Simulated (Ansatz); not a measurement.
# SiNH5 (Si(NH2)H3) at wB97X/STO-3G

What is the energy change on altering one bond length of SiNH5 (Si(NH2)H3) at wB97X/STO-3G? 

Program for the calculation: Ansatz 0.2.0.

49 further runs of the same task are left out: 49 set aside as unsound or not needed.

## 1. Starting point

The species is SiNH5 (7 atoms), meant as a singlet with charge 0. SMILES: `[H][Si]([H])([H])N`. The coordinates come from a GFN2-xTB relaxation.

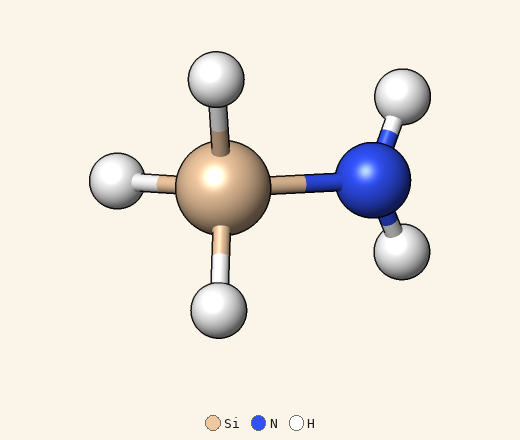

The structure, seen from a chosen angle (silicon light orange, nitrogen blue, hydrogen white).

## 2. The energy at wB97X/STO-3G

The input, molecule.yaml:

```yaml
crystal:
  periodic: [false, false, false]
  atoms:
    - {symbol: Si, position_ang: [-0.000690, 0.002380, -0.682990]}
    - {symbol: N, position_ang: [0.090660, 0.178690, 1.028560]}
    - {symbol: H, position_ang: [0.707680, -0.428190, 1.543790]}
    - {symbol: H, position_ang: [-0.763660, 0.307400, 1.545850]}
    - {symbol: H, position_ang: [1.387750, -0.009920, -1.135540]}
    - {symbol: H, position_ang: [-0.747920, 1.169350, -1.146100]}
    - {symbol: H, position_ang: [-0.673820, -1.219710, -1.153570]}
basis:
  gaussian: {orbitals: STO-3G}
hamiltonian: {xc: {name: wB97X}}
accuracy: high
```

Run with:

```sh
$ ansatz run molecule.yaml --threads 1 --pin off --max-ram 2610MiB --events-out events.jsonl --progress --plain --runs-dir runs
```

The log of the run:

```text
Warning: RAYON_NUM_THREADS=1 ignored (pool sized by the plan → 1); use --threads N
Functional definition: wB97X
  name "wB97X"
  parameter omega = 0.3/bohr
  parameter cx = 0.157706
  parameter cx1 = 0.726479
  parameter cx2 = 1.04760
  parameter cx3 = -5.70635
  parameter cx4 = 13.2794
  parameter css1 = -4.33879
  parameter css2 = 18.2308
  parameter css3 = -31.7430
  parameter css4 = 17.2901
  parameter cos1 = 2.37031
  parameter cos2 = -11.3995
  parameter cos3 = 6.58405
  parameter cos4 = -3.78132
  exchange = spin_sum(e_x_unif_sr(omega)*poly(b97_u_x, 1 - cx, cx1, cx2, cx3, cx4)) + cx*exact_x_sr(omega)
      + exact_x_lr(omega)
  correlation = spin_sum(e_c_pw_same_spin*poly(b97_u_same, 1, css1, css2, css3, css4))
      + integral(e_c_pw_opposite_spin*poly(b97_u_opposite, 1, cos1, cos2, cos3, cos4))
337 factors; integrals over basis functions are off by at most 8.3e-9 eV
158 factors; integrals over basis functions are off by at most 8.9e-10 eV
mean field evaluation 1: about -9336.2346 eV, gradient 1.7e1 eV
mean field evaluation 2: about -9337.0272 eV, gradient 8.1e0 eV
mean field evaluation 4: about -9337.2049 eV, gradient 1.6e-1 eV
mean field evaluation 8: about -9337.1601 eV, gradient 3.7e-4 eV
mean field evaluation 16: about -9337.1601 eV, gradient 2.2e-8 eV
mean field -9337.16010089 eV, -343.1343047534 hartree, gradient 2.2e-8 eV, S^2 0.000000; 0 other end points of the search recorded, 0 dependent functions left out
reference -9337.16009908 eV, -343.1343046866 hartree; 13, 13 occupied and 6, 6 virtual orbitals, 337 factors
Total energy: -9337.16009908 eV, -343.1343046866 hartree
```

It took 4.8 s on 1 thread of Arm Neoverse V2, shared host; peak memory 0.26 GiB.

## 3. The distorted shape, same level

The input, input.yaml:

```yaml
crystal:
  periodic: [false, false, false]
  atoms:
    - {symbol: Si, position_ang: [-0.347820, 0.005455, -0.569846]}
    - {symbol: "N", position_ang: [-0.256470, 0.181765, 1.141704]}
    - {symbol: H, position_ang: [0.360550, -0.425115, 1.656934]}
    - {symbol: H, position_ang: [-1.110790, 0.310475, 1.658994]}
    - {symbol: H, position_ang: [1.387750, -0.009920, -1.135540]}
    - {symbol: H, position_ang: [-1.095050, 1.172425, -1.032956]}
    - {symbol: H, position_ang: [-1.020950, -1.216635, -1.040426]}
basis:
  gaussian:
    orbitals: STO-3G
hamiltonian:
  xc: {name: wB97X}
accuracy: high
```

Run with:

```sh
$ ansatz run input.yaml --threads 1 --pin off --max-ram 2610MiB --events-out events.jsonl --progress --plain --runs-dir runs
```

The log of the run, cut to the lines that bear on the results:

```text
Warning: RAYON_NUM_THREADS=1 ignored (pool sized by the plan → 1); use --threads N
[... 2 set-up lines as earlier in the session ...]
[...]
      + exact_x_lr(omega)
[...]
      + integral(e_c_pw_opposite_spin*poly(b97_u_opposite, 1, cos1, cos2, cos3, cos4))
337 factors; integrals over basis functions are off by at most 1.6e-8 eV
157 factors; integrals over basis functions are off by at most 9.6e-10 eV
[...]
mean field -9335.89968977 eV, -343.0879854991 hartree, gradient 1.5e-8 eV, S^2 0.000000; 0 other end points of the search recorded, 0 dependent functions left out
reference -9335.89968791 eV, -343.0879854307 hartree; 13, 13 occupied and 6, 6 virtual orbitals, 337 factors
Total energy: -9335.89968791 eV, -343.0879854307 hartree
```

Wall time 4.5 s (1 thread of Arm Neoverse V2, shared host); peak memory 0.26 GiB.

## 4. Summary of results

Level: wB97X/STO-3G.

| quantity | value |
| --- | --- |
| first shape: total energy | -343.13430 Eh |
| distorted shape: total energy | -343.08799 Eh |
| energy change with the Si1–H5 bond stretched from 1.460 to 1.825 Å | 1.260 eV |

In words: With the Si1–H5 bond stretched from 1.460 to 1.825 Å the energy rises by 1.26 eV (122 kJ/mol). The first shape isn't relaxed at this level, so the change isn't measured from a minimum. The minimal basis adds a large error of its own.
